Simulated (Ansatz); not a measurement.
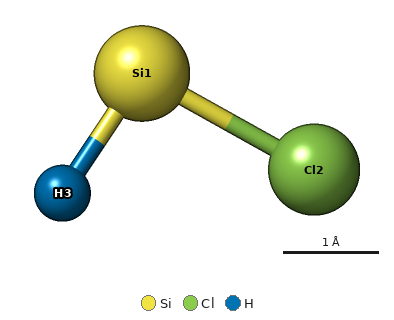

The structure (ball-and-stick view, seen on its broad side; atoms are numbered from 1 in the order of the input).

## SiHCl: single-point calculation

- system: SiHCl
- method: RKS B97M-V/def2-TZVPP (Ansatz 0.2.0)

The geometry comes from this level: PBE0-D4/def2-TZVP.

The program's output
```
Functional definition: B97M-V
  name "B97M-V"
  cite "Mardirossian & Head-Gordon, J. Chem. Phys. 142, 074111 (2015) doi:10.1063/1.4907719"
  cite "Becke, J. Chem. Phys. 107, 8554 (1997) doi:10.1063/1.475007"
  cite "Vydrov & Van Voorhis, J. Chem. Phys. 133, 244103 (2010) doi:10.1063/1.3521275"
  # Of w^i u^j: cxij and so on, Table III.
  parameter cx00 = 1.000
  parameter cx01 = 1.308
  parameter cx02 = 1.901
  parameter cx10 = 0.416
  parameter cx11 = 3.070
  parameter css00 = 1.000
  parameter css02 = -1.855
  parameter css10 = -5.668
  parameter css32 = -20.497
  parameter css42 = -20.364
  parameter cos00 = 1.000
  parameter cos01 = 1.573
  parameter cos03 = -6.298
  parameter cos10 = 2.535
  parameter cos32 = -6.427
  parameter b = 6.0
  parameter c = 0.01
  gx(w, u) = cx00 + cx01*u + cx02*u^2 + (cx10 + cx11*u)*w
  gss(w, u) = css00 + css02*u^2 + css10*w + (css32*w^3 + css42*w^4)*u^2
  gos(w, u) = cos00 + cos01*u + cos03*u^3 + cos10*w + cos32*w^3*u^2
  exchange = spin_sum(e_x_unif_s*gx(b97_w, b97_u_x))
  correlation = spin_sum(e_c_pw_mod_same_spin*gss(b97_w, b97_u_same))
      + integral(e_c_pw_mod_opposite_spin*gos(b97_w_opposite, b97_u_opposite)) + vv10(b, c)
641 factors; their error is unknown
mean field evaluation 1: about -20410.9826 eV, gradient 1.3e1 eV
mean field evaluation 2: about -20411.1050 eV, gradient 1.3e1 eV
mean field evaluation 4: about -20411.5373 eV, gradient 1.5e0 eV
mean field evaluation 8: about -20411.5222 eV, gradient 1.5e-2 eV
mean field -20411.52221891 eV, -750.1096061183 hartree, gradient 4.5e-5 eV, S^2 0.000000; 0 other end points of the search recorded, 0 dependent functions left out
reference -20411.52226085 eV, -750.1096076594 hartree; 16, 16 occupied and 82, 82 virtual orbitals, 641 factors
Total energy: -20411.52226085 eV, -750.1096076594 hartree
```

The run was set up as follows.

The input
```yaml
crystal:
  periodic: [false, false, false]
  atoms:
    - {symbol: Si, position_ang: [-0.677321, 0.014534, -1.820043]}
    - {symbol: Cl, position_ang: [1.374952, -0.011937, -2.139624]}
    - {symbol: H, position_ang: [-0.739092, -1.415662, -1.282444]}
basis:
  gaussian: {orbitals: def2-TZVPP}
hamiltonian: {xc: {name: B97M-V}}
```

Command:
```bash
ansatz run in.yaml --threads 4 --pin off --events-out ev --progress --plain --max-ram 9574MiB
```

Key numbers

```json
{"quantity": "outcome", "value": "converged"}
{"quantity": "total energy", "value": "−20411.5223 eV"}
{"quantity": "SCF solution under orbital rotations", "value": "stable"}
{"quantity": "hardware", "value": "4 threads of Arm Neoverse V1, 23 GiB of memory available, shared host"}
{"quantity": "wall time", "value": "1.1 s (CPU time 4 s)"}
{"quantity": "peak memory", "value": "0.5 GiB"}
```
